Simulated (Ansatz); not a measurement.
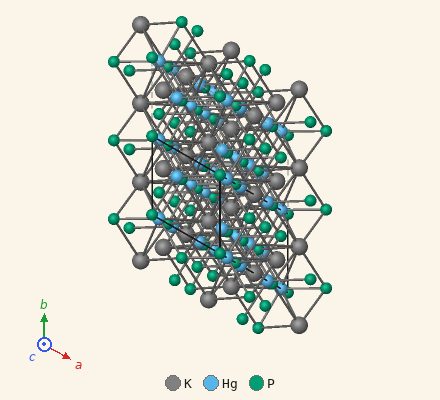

The structure, seen along [101]; the drawing may span several cells.

Structure (in its standard cell), the end point of a relaxation with DFT, PAW plane waves, r2scan in Ansatz; the starting structure was generated, so it need not be a known form of this composition:

```cif
data_structure
_symmetry_space_group_name_H-M 'P 1'
_symmetry_Int_Tables_number 1
_cell_length_a 4.3705
_cell_length_b 4.3705
_cell_length_c 36.8148
_cell_angle_alpha 90.000
_cell_angle_beta 90.000
_cell_angle_gamma 120.000
_cell_volume 609.01
loop_
_atom_site_label
_atom_site_type_symbol
_atom_site_fract_x
_atom_site_fract_y
_atom_site_fract_z
_atom_site_occupancy
K1 K 0.66667 0.33333 0.83333 1
Hg1 Hg 0.33333 0.66667 0.76635 1
Hg2 Hg 0.00000 0.00000 0.90032 1
Hg3 Hg 0.33333 0.66667 0.96769 1
Hg4 Hg 0.00000 0.00000 0.69897 1
P1 P 0.33333 0.66667 0.89667 1
P2 P 0.00000 0.00000 0.77000 1
P3 P 0.00000 0.00000 0.00000 1
K2 K 0.33333 0.66667 0.16667 1
Hg5 Hg 0.00000 0.00000 0.09968 1
Hg6 Hg 0.66667 0.33333 0.23365 1
Hg7 Hg 0.00000 0.00000 0.30103 1
Hg8 Hg 0.66667 0.33333 0.03231 1
P4 P 0.00000 0.00000 0.23000 1
P5 P 0.66667 0.33333 0.10333 1
P6 P 0.66667 0.33333 0.33333 1
K3 K 0.00000 0.00000 0.50000 1
Hg9 Hg 0.66667 0.33333 0.43302 1
Hg10 Hg 0.33333 0.66667 0.56698 1
Hg11 Hg 0.66667 0.33333 0.63436 1
Hg12 Hg 0.33333 0.66667 0.36564 1
P7 P 0.66667 0.33333 0.56333 1
P8 P 0.33333 0.66667 0.43667 1
P9 P 0.33333 0.66667 0.66667 1
```

Q: What does the kinematic electron diffraction pattern along [101] look like at 200 kV (B = 0.3 Å²)?

A: The spots form an oblique net (close to centred rectangular) whose two shortest vectors correspond to d = 3.77 Å and 1.43 Å, 79.4° apart. They are -1 1 1 and 1 2 -1. The pattern has symmetry 2. The lattice centring (R) removes all reflections that break −h + k + l = 3n; reflections such as 4 -1 -4, 4 -4 -4 are allowed but too weak to see at this display level.

Strongest reflections with d > 0.80 Å, one of each family (|F|² from tabulated Gaussian fits of the electron scattering factors, times a small damping for the curvature of the Ewald sphere):

```
    hkl  d (Å)  I (strongest = 100)
  0 3 0  1.262                  100
1 -1 -1  3.765                   20
5 -2 -5  0.862                   19
2 -2 -2  1.883                    6
 1 2 -1  1.430                    5
 2 1 -2  1.426                    4
```

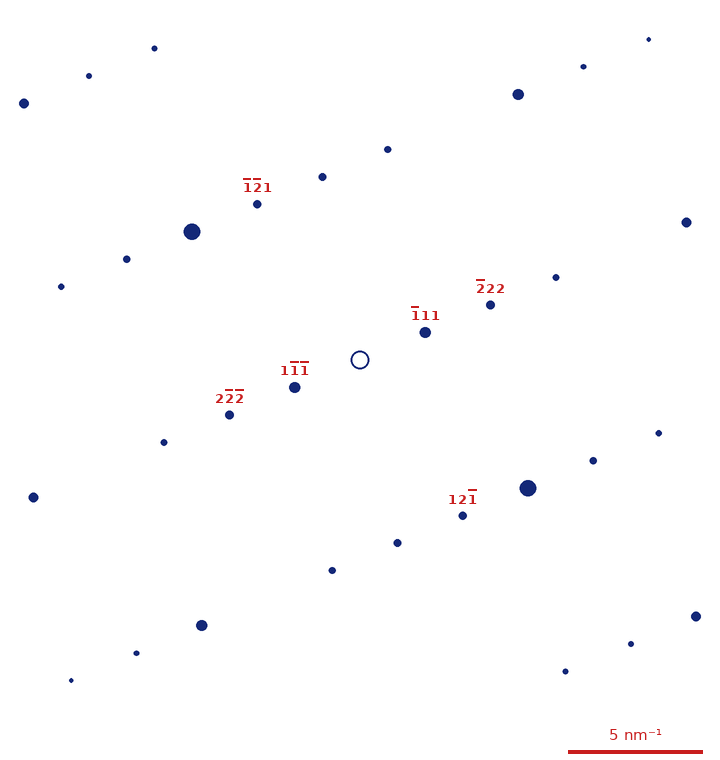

Calculated pattern, seen from the source side with [101] pointing towards the source.
